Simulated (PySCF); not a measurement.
**HF/3-21G run of Si2H5ClO (SMILES O[SiH]([SiH3])Cl)**

Aim: the energy change on altering one bond length of Si2H5ClO at HF/3-21G, from 2 runs. Input form: a Python script.

The calculation is run with PySCF 2.14.0.

2 further runs of the same task are left out: 2 set aside as unsound or not needed.

## (1) The system as given

The species is Si2H5ClO (9 atoms), meant as a singlet with charge 0. SMILES: `O[SiH]([SiH3])Cl`. Geometry: relaxed at PBE0-D4/def2-TZVP. This is one conformer, not always the lowest.

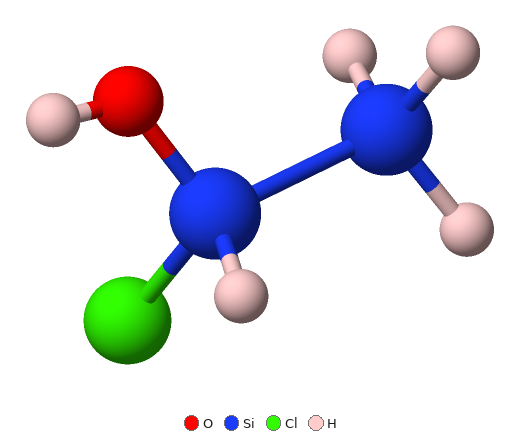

Viewed from a chosen angle; oxygen red, silicon blue, chlorine green, hydrogen pink.

## (2) The energy at HF/3-21G

Input file input.py:

```python
# O[SiH]([SiH3])Cl
from pyscf import gto, scf

mol = gto.Mole()
mol.atom = '''
O        0.516900       0.942100      -1.606400
Si      -0.265600       0.799800      -0.173200
Si       0.351900      -1.250200       0.759300
Cl      -2.313400       0.805800      -0.459000
H        0.374000       1.735000      -2.126800
H       -0.002900       1.975800       0.697100
H        1.819900      -1.291800       0.992500
H       -0.039700      -2.350400      -0.158700
H       -0.352700      -1.412300       2.058200
'''
mol.charge = 0
mol.max_memory = 1860
mol.basis = '3-21g'
mol.verbose = 4
mol.spin = 0
mol.build()

mf = scf.RHF(mol)
mf.conv_tol = 1e-10
mf.kernel()
if not mf.converged:
    mf = mf.newton().run(mf.mo_coeff, mf.mo_occ)

e_tot = mf.e_tot
print('E(%s) = %.9f' % ('HF', e_tot))
```

Run with:

```bash
$ OMP_NUM_THREADS=1 python input.py
```

Standard output:

```text
PySCF version 2.14.0

[INPUT] num. atoms = 9
[INPUT] num. electrons = 58
[INPUT] charge = 0
[INPUT] spin (= nelec alpha-beta = 2S) = 0
[INPUT] symmetry False subgroup None
[INPUT] Mole.unit = angstrom
[INPUT] Symbol           X                Y                Z      unit          X                Y                Z       unit  Magmom
[INPUT]  1 O      0.516900000000   0.942100000000  -1.606400000000 AA    0.976799433788   1.780310981953  -3.035656046501 Bohr   0.0
[INPUT]  2 Si    -0.265600000000   0.799800000000  -0.173200000000 AA   -0.501911258684   1.511402954427  -0.327300564775 Bohr   0.0
[INPUT]  3 Si     0.351900000000  -1.250200000000   0.759300000000 AA    0.664994623234  -2.362535600931   1.434869046382 Bohr   0.0
[INPUT]  4 Cl    -2.313400000000   0.805800000000  -0.459000000000 AA   -4.371692416569   1.522741311175  -0.867384291175 Bohr   0.0
[INPUT]  5 H      0.374000000000   1.735000000000  -2.126800000000 AA    0.706757570587   3.278674826120  -4.019069521725 Bohr   0.0
[INPUT]  6 H     -0.002900000000   1.975800000000   0.697100000000 AA   -0.005480205761   3.733720876916   1.317328081434 Bohr   0.0
[INPUT]  7 H      1.819900000000  -1.291800000000   0.992500000000 AA    3.439112574096  -2.441148207713   1.875553178631 Bohr   0.0
[INPUT]  8 H     -0.039700000000  -2.350400000000  -0.158700000000 AA   -0.075022127145  -4.441612283178  -0.299899535968 Bohr   0.0
[INPUT]  9 H     -0.352700000000  -1.412300000000   2.058200000000 AA   -0.666506404134  -2.668860205723   3.889434309580 Bohr   0.0

nuclear repulsion = 276.157192552134
number of shells = 36
number of NR pGTOs = 111
number of NR cGTOs = 58
basis = 3-21g
ecp = {}

******** <class 'pyscf.scf.hf.RHF'> ********
method = RHF
initial guess = minao
damping factor = 0
level_shift factor = 0
DIIS = <class 'pyscf.scf.diis.CDIIS'>
diis_start_cycle = 1
diis_space = 8
diis_damp = 0
SCF conv_tol = 1e-10
SCF conv_tol_grad = None
SCF max_cycles = 50
direct_scf = True
direct_scf_tol = 1e-13
Set gradient conv threshold to 1e-05
Initial guess from minao.
init E= -1108.89858618417
  HOMO = -0.290064189643256  LUMO = 0.0693008272121078  gap/eV = 9.77882
cycle= 1 E= -1109.43878777637  delta_E= -0.54  |g|= 0.502  |ddm|= 2.52
  HOMO = -0.414807563439575  LUMO = 0.0994656256879867  gap/eV = 13.99409
cycle= 2 E= -1109.49311885202  delta_E= -0.0543  |g|= 0.26  |ddm|= 0.825
  HOMO = -0.410156140806263  LUMO = 0.115439166927513  gap/eV = 14.30218
cycle= 3 E= -1109.5052961814  delta_E= -0.0122  |g|= 0.0389  |ddm|= 0.261
  HOMO = -0.406817341210588  LUMO = 0.12235832516064  gap/eV = 14.39960
cycle= 4 E= -1109.50581697166  delta_E= -0.000521  |g|= 0.0091  |ddm|= 0.0637
  HOMO = -0.408155917344235  LUMO = 0.121219206101141  gap/eV = 14.40503
cycle= 5 E= -1109.50585490465  delta_E= -3.79e-05  |g|= 0.00216  |ddm|= 0.0194
  HOMO = -0.408582710460473  LUMO = 0.121054031497453  gap/eV = 14.41215
cycle= 6 E= -1109.50585827319  delta_E= -3.37e-06  |g|= 0.000536  |ddm|= 0.00717
  HOMO = -0.408456999502025  LUMO = 0.121147202549211  gap/eV = 14.41126
cycle= 7 E= -1109.50585851272  delta_E= -2.4e-07  |g|= 0.000139  |ddm|= 0.00192
  HOMO = -0.408470484777383  LUMO = 0.121140023653288  gap/eV = 14.41144
cycle= 8 E= -1109.50585852829  delta_E= -1.56e-08  |g|= 2.1e-05  |ddm|= 0.000506
  HOMO = -0.408468005445393  LUMO = 0.121140580663281  gap/eV = 14.41138
cycle= 9 E= -1109.50585852863  delta_E= -3.32e-10  |g|= 4.1e-06  |ddm|= 7.05e-05
  HOMO = -0.408468039828696  LUMO = 0.121140552997069  gap/eV = 14.41138
cycle= 10 E= -1109.50585852864  delta_E= -1.52e-11  |g|= 7.88e-07  |ddm|= 1.57e-05
  HOMO = -0.408468068479281  LUMO = 0.121140553419532  gap/eV = 14.41138
Extra cycle  E= -1109.50585852864  delta_E= 1.82e-12  |g|= 3.39e-07  |ddm|= 1.58e-06
converged SCF energy = -1109.50585852864
E(HF) = -1109.505858529
```

Wall time 0.62 s (1 thread of Intel Xeon 6975P-C (Granite Rapids), shared host); peak memory 0.11 GiB.

## (3) The distorted shape at the same level

Input file mol.xyz:

```xyz
9

O      0.728263     0.990726    -1.996039
Si    -0.054237     0.848426    -0.562839
Si     0.563263    -1.201574     0.369661
Cl    -2.102037     0.854426    -0.848639
H      0.585363     1.783626    -2.516439
H      0.208463     2.024426     0.307461
H      2.031263    -1.243174     0.602861
H      0.171663    -2.301774    -0.548339
H     -0.352700    -1.412300     2.058200
```

Input file job.py:

```python
from pyscf import gto, scf

mol = gto.Mole()
mol.atom = 'mol.xyz'
mol.spin = 0
mol.verbose = 4
mol.charge = 0
mol.max_memory = 1860
mol.basis = '3-21g'
mol.build()

myscf = scf.RHF(mol)
myscf.conv_tol = 1e-10
myscf.kernel()
if not myscf.converged:
    myscf = myscf.newton().run(myscf.mo_coeff, myscf.mo_occ)

etot = myscf.e_tot
print('E(%s) = %.9f' % ('HF', etot))
```

Run with:

```bash
$ OMP_NUM_THREADS=1 python job.py
```

Standard output:

```text
PySCF version 2.14.0

[INPUT] num. atoms = 9
[INPUT] num. electrons = 58
[INPUT] charge = 0
[INPUT] spin (= nelec alpha-beta = 2S) = 0
[INPUT] symmetry False subgroup None
[INPUT] Mole.unit = angstrom
[INPUT] Symbol           X                Y                Z      unit          X                Y                Z       unit  Magmom
[INPUT]  1 O      0.728263000000   0.990726000000  -1.996039000000 AA    1.376217616654   1.872200804486  -3.771967043951 Bohr   0.0
[INPUT]  2 Si    -0.054237000000   0.848426000000  -0.562839000000 AA   -0.102493075818   1.603292776960  -1.063611562224 Bohr   0.0
[INPUT]  3 Si     0.563263000000  -1.201574000000   0.369661000000 AA    1.064412806101  -2.270645778398   0.698558048933 Bohr   0.0
[INPUT]  4 Cl    -2.102037000000   0.854426000000  -0.848639000000 AA   -3.972274233702   1.614631133708  -1.603695288625 Bohr   0.0
[INPUT]  5 H      0.585363000000   1.783626000000  -2.516439000000 AA    1.106175753454   3.370564648653  -4.755380519174 Bohr   0.0
[INPUT]  6 H      0.208463000000   2.024426000000   0.307461000000 AA    0.393937977105   3.825610699449   0.581017083985 Bohr   0.0
[INPUT]  7 H      2.031263000000  -1.243174000000   0.602861000000 AA    3.838530756962  -2.349258385180   1.139242181181 Bohr   0.0
[INPUT]  8 H      0.171663000000  -2.301774000000  -0.548339000000 AA    0.324396055721  -4.349722460645  -1.036210533418 Bohr   0.0
[INPUT]  9 H     -0.352700000000  -1.412300000000   2.058200000000 AA   -0.666506404134  -2.668860205723   3.889434309580 Bohr   0.0

nuclear repulsion = 274.521304103015
number of shells = 36
number of NR pGTOs = 111
number of NR cGTOs = 58
basis = 3-21g
ecp = {}

******** <class 'pyscf.scf.hf.RHF'> ********
method = RHF
initial guess = minao
damping factor = 0
level_shift factor = 0
DIIS = <class 'pyscf.scf.diis.CDIIS'>
diis_start_cycle = 1
diis_space = 8
diis_damp = 0
SCF conv_tol = 1e-10
SCF conv_tol_grad = None
SCF max_cycles = 50
direct_scf = True
direct_scf_tol = 1e-13
Set gradient conv threshold to 1e-05
[... 1 set-up line as earlier in the session ...]
init E= -1108.75528434071
  HOMO = -0.285138301022693  LUMO = 0.0337775157608515  gap/eV = 8.67814
cycle= 1 E= -1109.39926902374  delta_E= -0.644  |g|= 0.504  |ddm|= 2.51
  HOMO = -0.415109122536949  LUMO = 0.0780995069760761  gap/eV = 13.42089
cycle= 2 E= -1109.45483051507  delta_E= -0.0556  |g|= 0.26  |ddm|= 0.821
  HOMO = -0.408281730413898  LUMO = 0.0905357310294415  gap/eV = 13.57351
cycle= 3 E= -1109.46705981748  delta_E= -0.0122  |g|= 0.0393  |ddm|= 0.254
  HOMO = -0.405144305109666  LUMO = 0.0966174647550084  gap/eV = 13.65363
cycle= 4 E= -1109.46760140255  delta_E= -0.000542  |g|= 0.00948  |ddm|= 0.0634
  HOMO = -0.4066901582231  LUMO = 0.0956739596267742  gap/eV = 13.67002
cycle= 5 E= -1109.46764146632  delta_E= -4.01e-05  |g|= 0.00214  |ddm|= 0.0189
  HOMO = -0.407005176837726  LUMO = 0.0956614861742895  gap/eV = 13.67826
cycle= 6 E= -1109.46764472874  delta_E= -3.26e-06  |g|= 0.000543  |ddm|= 0.00662
  HOMO = -0.406891479195819  LUMO = 0.0957418056804218  gap/eV = 13.67735
cycle= 7 E= -1109.46764497345  delta_E= -2.45e-07  |g|= 0.000152  |ddm|= 0.00182
  HOMO = -0.406901629395839  LUMO = 0.0957356261489299  gap/eV = 13.67746
cycle= 8 E= -1109.46764499243  delta_E= -1.9e-08  |g|= 2.01e-05  |ddm|= 0.000567
  HOMO = -0.406898498573825  LUMO = 0.0957366915827884  gap/eV = 13.67740
cycle= 9 E= -1109.46764499271  delta_E= -2.85e-10  |g|= 4.02e-06  |ddm|= 6.55e-05
  HOMO = -0.406898613742595  LUMO = 0.0957365573767679  gap/eV = 13.67740
cycle= 10 E= -1109.46764499273  delta_E= -1.46e-11  |g|= 1.01e-06  |ddm|= 1.31e-05
  HOMO = -0.406898560206399  LUMO = 0.0957366395792683  gap/eV = 13.67740
Extra cycle  E= -1109.46764499273  delta_E= -9.09e-13  |g|= 4.19e-07  |ddm|= 2e-06
converged SCF energy = -1109.46764499273
E(HF) = -1109.467644993
```

Wall time 0.7 s (1 thread of Intel Xeon 6975P-C (Granite Rapids), shared host); peak memory 0.11 GiB.

## (4) What came out

At HF/3-21G:

| quantity | value |
| --- | --- |
| first shape: total energy | -1109.50586 Eh |
| first shape: dipole moment | 2.42 D |
| first shape: HOMO energy | -11.11 eV |
| first shape: LUMO energy | 3.30 eV |
| first shape: HOMO–LUMO gap | 14.41 eV |
| distorted shape: total energy | -1109.46764 Eh |
| distorted shape: dipole moment | 2.68 D |
| distorted shape: HOMO energy | -11.07 eV |
| distorted shape: LUMO energy | 2.61 eV |
| distorted shape: HOMO–LUMO gap | 13.68 eV |
| energy change with the Si3–H9 bond stretched from 1.487 to 1.933 Å | 1.040 eV |

What this shows: With the Si3–H9 bond stretched from 1.487 to 1.933 Å the energy rises by 1.04 eV (100 kJ/mol). The first shape isn't relaxed at this level, so the change isn't measured from a minimum. Mulliken charges (first shape) run from -0.84 on O1 to +1.07 on Si2.
